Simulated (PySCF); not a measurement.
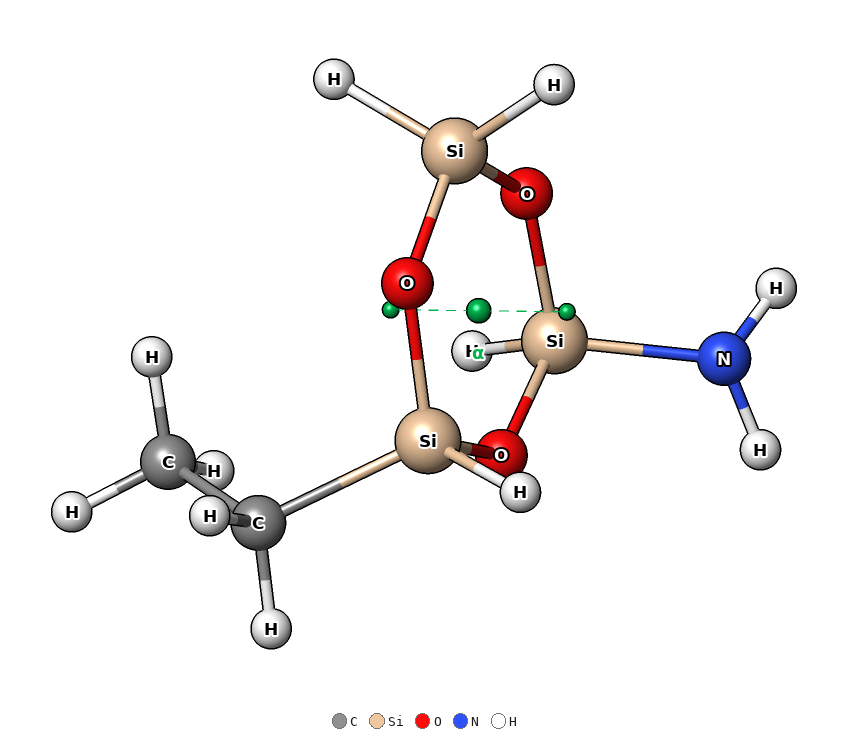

The small points mark where nucleus-independent chemical shifts (NICS) were computed: at the centre of each lettered ring and 1 Å above and below it. The computed structure is the end point of a GFN2-xTB optimisation. No frequency run is at hand to confirm it as a minimum. Properties computed with GIAO PBE0/pcSseg-1 NMR shielding, non-relativistic, gas phase (PySCF 2.14.0).

Give NICS(0), NICS(1) and the out-of-plane component NICS(1)zz for each ring (means of the two sides).

| ring | members | NICS(0) | NICS(1) | NICS(1)zz |
| --- | --- | --- | --- | --- |
| α | Si3O3 | −2.5 | −0.3 | 2.8 |

Values in ppm.

Question. What do the values say about the ring currents?

Answer. Ring α: weak, as in a non-aromatic ring. NICS is one index among several.

The geometry is semi-empirical. Around Si such bond lengths and angles can be off by a tenth of an ångström or more and by several degrees, and values that hang on the shape move with them.
